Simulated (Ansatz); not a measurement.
| atom | x (Å) | y (Å) | z (Å) |
| --- | --- | --- | --- |
| Si | -0.0860 | 0.2298 | 0.1101 |
| Si | -0.2702 | 0.4777 | 2.4625 |
| H | -1.6597 | 0.1452 | 2.9351 |
| H | 0.6711 | -0.3989 | 3.2373 |
| H | -0.0007 | 1.8955 | 2.8717 |
| N | 1.6061 | 0.3392 | -0.2910 |
| H | 2.2505 | -0.3075 | 0.1714 |
| H | 1.8485 | 0.4291 | -1.2814 |
| N | -0.8172 | 1.4556 | -0.9122 |
| H | -1.8378 | 1.4951 | -0.9588 |
| H | -0.4367 | 2.4048 | -0.8653 |
| N | -0.8521 | -1.3354 | -0.2353 |
| H | -1.6707 | -1.5991 | 0.3219 |
| H | -1.0350 | -1.5531 | -1.2220 |
| S | 1.7439 | -3.6369 | 0.3308 |
| H | 0.6509 | -2.8081 | 0.1528 |
| H | 1.4223 | -3.9004 | 1.6291 |

Level of theory: RKS BLYP/6-31G* in Ansatz.

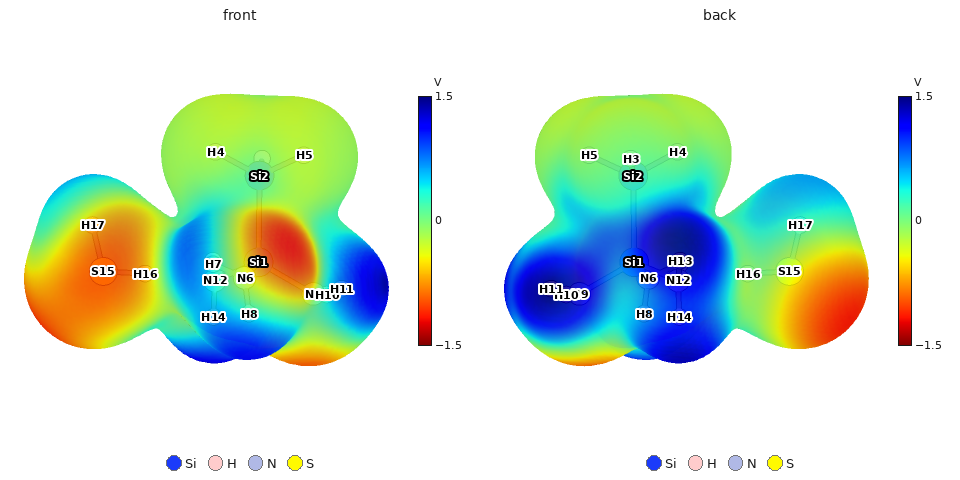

H9N3Si2···H2S. The electrostatic potential painted on the density surface at 0.001 e/bohr³, seen from the front and from behind; red is negative and blue positive.

Q: Where is the surface potential most negative and most positive?

A: The most negative region (about −1.2 V) lies over N6 and S15, the most positive (about +1.5 V) over H10 and H13.
